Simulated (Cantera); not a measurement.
Charge: 1 mol Si, 6.4 mol HBr, 3.4 mol H2, at 10.0 mbar.

These are equilibrium values from Cantera (NASA tables, ideal gas, pure condensed phases), not measurements of a reactor. Candidate condensed phases: Br2, Si; 19 gas species. The tables' values for SiBr3 are old estimates; treat these amounts as uncertain. Rates play no part.

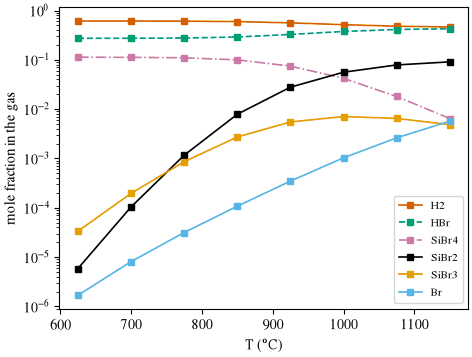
Figure. Equilibrium gas composition (values under 1e-9 drawn at 1e-9)

Problem. Read off the mole fractions at 775 °C.

Solution. H2 about 0.61, HBr about 0.28, SiBr4 about 0.11, SiBr2 about 0.0012, SiBr3 about 0.00086, Br about 3.2e-5.
